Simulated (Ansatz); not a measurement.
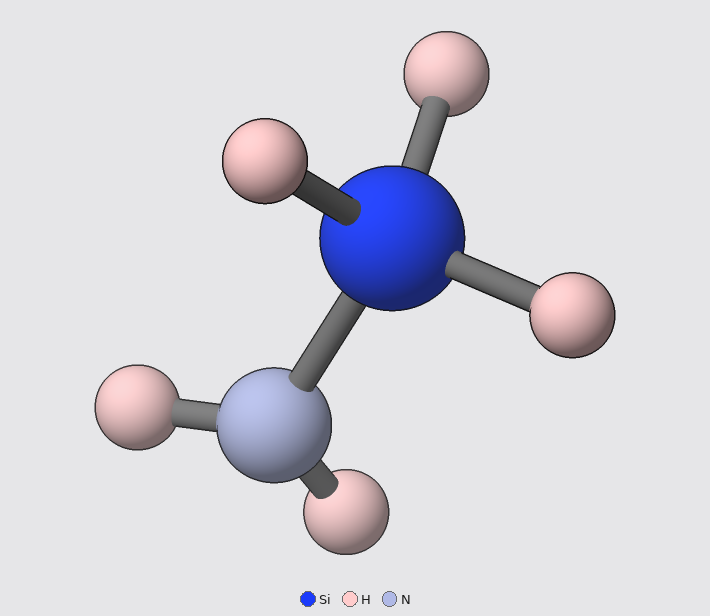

Rendered structure (ball-and-stick style). Every bond is drawn as one stick, whatever its order.

What is the molecular formula?

H5NSi, 7 atoms: 5 hydrogen, 1 nitrogen and 1 silicon.

How many bonds of each kind are drawn?

3 Si–H, 2 N–H, 1 N–Si. Sticks follow a distance rule.

What is the point group of this geometry?

Cs.

How many sets of symmetry-equivalent atoms are there?

5: 1 Si, 2 H, 1 H, 1 N, 2 H.

More results for the same structure follow; atom numbers are the same in all pictures, views and colours differ. Computed geometry: PBE0-D4/def2-TZVP optimisation.

Dipole moment

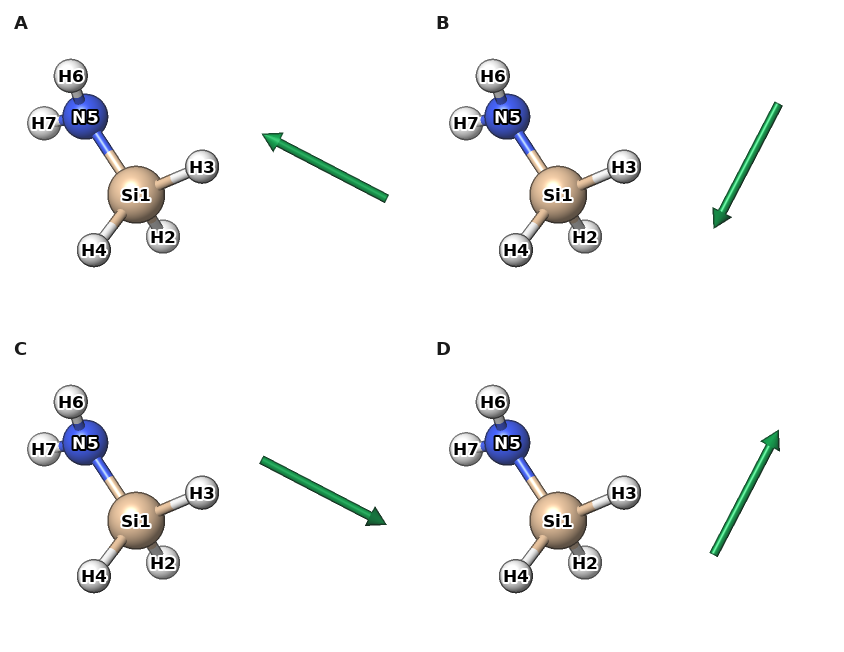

The same molecule four times, each with an arrow. Method: RKS PBE0-D4/def2-TZVP (Ansatz 0.2.0).

Which arrow points along the dipole moment, from the negative to the positive end?

A. The dipole moment is 1.37 D; it points from the side of H2, H3 to the side of H6, H7 (the outermost atoms at the two ends).

Vibrations

Harmonic vibrations computed with RKS PBE0-D4/def2-TZVP (Ansatz 0.2.0) at a stationary point of the same level.

List the wavenumbers.

15 modes: 175, 389, 625, 701, 852, 916, 924, 978, 984, 1585, 2177, 2229, 2233, 3603, 3695 cm⁻¹.

Charges

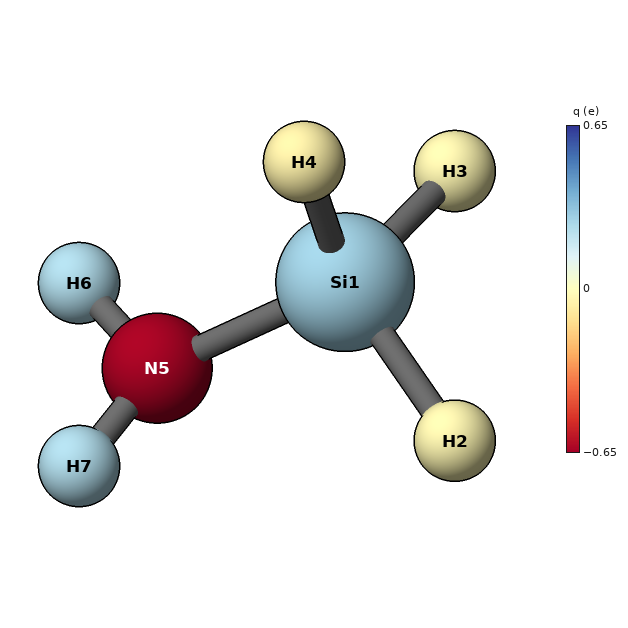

Atoms are coloured by their Mulliken charges. Level of theory: RKS PBE0-D4/def2-TZVP (Ansatz 0.2.0).

List the Mulliken charges.

```csv
atom,value (e)
Si1,0.28
H2,−0.03
H3,−0.03
H4,−0.05
N5,−0.63
H6,0.24
H7,0.24
```

Thermal motion

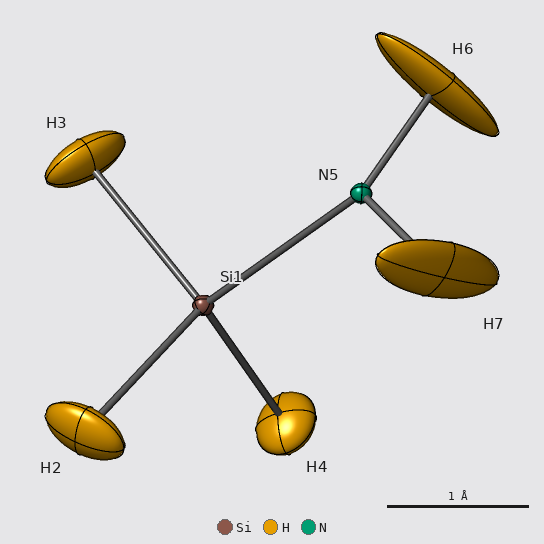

Displacement ellipsoids at the 50 % level, from the internal vibrations of the free molecule (harmonic, no overall translation or rotation; no half-axis is drawn under 0.075 Å). Vibrations computed with RKS PBE0-D4/def2-TZVP (Ansatz 0.2.0). Temperature: 400 K.

List U_eq and the three principal root-mean-square amplitudes for each kind of atom.

```
  atom  U_eq (Å²)   rms amplitudes (Å)
   Si1    0.00019  0.011, 0.012, 0.017
H2, H3     0.0234  0.086, 0.138, 0.210
    H4     0.0196  0.087, 0.149, 0.170
    N5    0.00082  0.021, 0.026, 0.036
H6, H7     0.0562  0.068, 0.147, 0.377
```

Mulliken values depend strongly on the basis set and can even reverse the polarity of a bond.
